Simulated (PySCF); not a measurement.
B5ClH8 (nido-B5H9 (Cl for H, site b on B))

Input

```
{"job": {"kind": "nmr", "xc": "BP86", "basis": "pcSseg-1", "solvent": "chloroform", "pop": false}, "charge": 0, "multiplicity": 1}
B     -1.075399     1.033875     0.394227
B      0.424110     0.575213     1.143729
B     -0.323930    -0.732865     0.358747
B      0.177960    -0.601784    -1.369678
B      1.287872    -0.429815     0.067943
H     -2.156896     0.997861     0.855638
H      0.715245     0.901390     2.227873
Cl    -1.197261    -2.129383     1.007118
H     -0.087951    -1.566634    -1.990434
H      2.307990    -0.994532     0.135481
H     -0.906623     1.916889    -0.367519
H      1.394592     0.852423     0.260723
H      0.449766     0.330502    -2.037579
H     -1.009476    -0.153140    -0.686269
```

Launched as:

```sh
OMP_NUM_THREADS=1 python ens_run.py task.json out
```

Geometry: GFN2-xTB.

Theory: BP86/pcSseg-1, SCF density, in a chloroform solvent model, non-relativistic in PySCF 2.14.0.

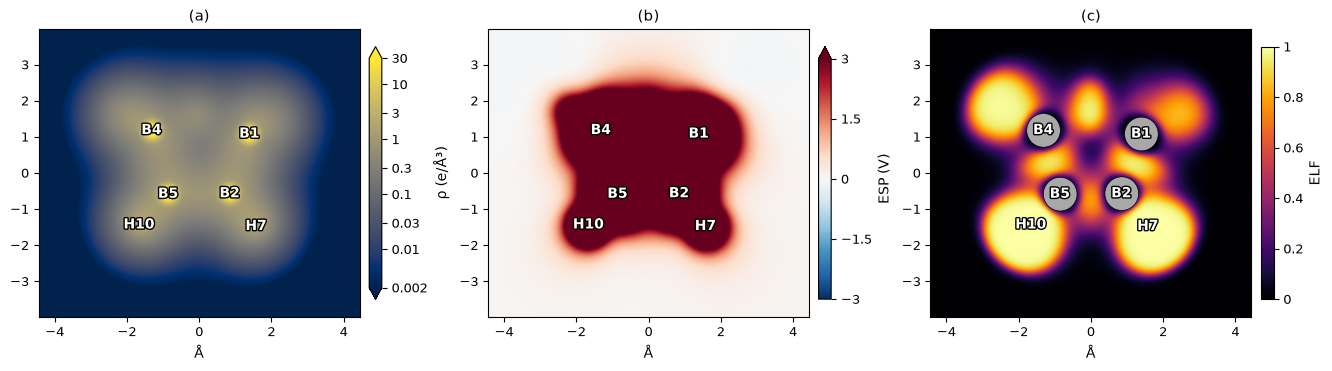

Figure 1. (a) total electron density; (b) molecular electrostatic potential; (c) ELF on the plane of atoms B4, B5 and H10. Grey discs cover the atomic cores in the ELF map.

What does the map show?

Answer. The section cuts through B and H sites. B–H (1.17 Å): ρ at the midpoint is about 1.3 e/Å³; the ELF climbs to about 1 towards the hydrogen, as it does in any bond to H: an ordinary covalent bond to hydrogen. B–B (1.71 Å): the density is about 0.86 e/Å³ at the midpoint; the ELF peaks at about 0.75 between the atoms: a covalent bond. B–B (1.82 Å): ρ at the midpoint is about 0.76 e/Å³; the ELF peaks at about 0.90 between the atoms, as expected for localised, covalent bonding. The potential has no marked negative region in this plane.

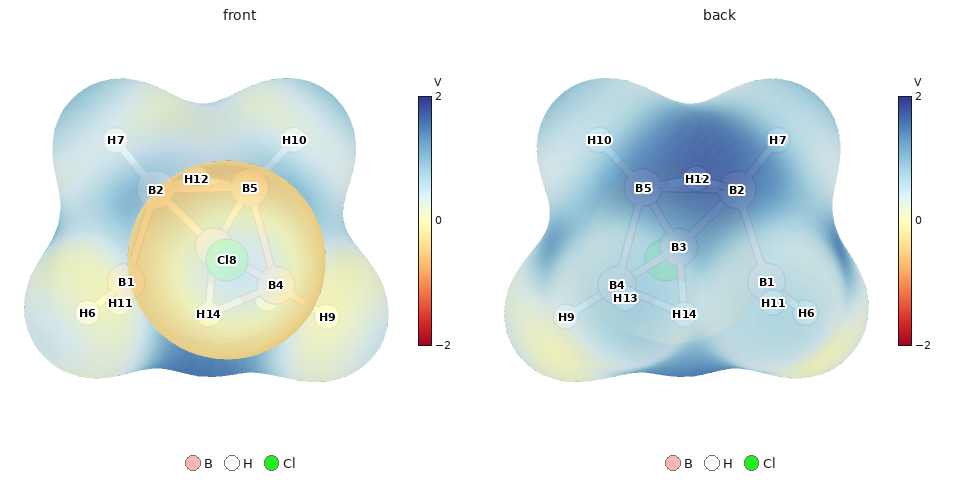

Figure 2. The electrostatic potential painted on the density surface at 0.004 e/bohr³, seen from the front and from behind; red is negative and blue positive.

Where is the surface potential most negative and most positive?

Answer. The most negative region (about −0.5 V, or −12 kcal/mol for a unit charge) lies over Cl8, the most positive (about +1.7 V, or +39 kcal/mol for a unit charge) over H12. Cl8 shows a σ-hole: about +0.4 V, or +9 kcal/mol for a unit charge at the tip opposite its bond, against about −0.4 V, or −9 kcal/mol for a unit charge on its flanks.
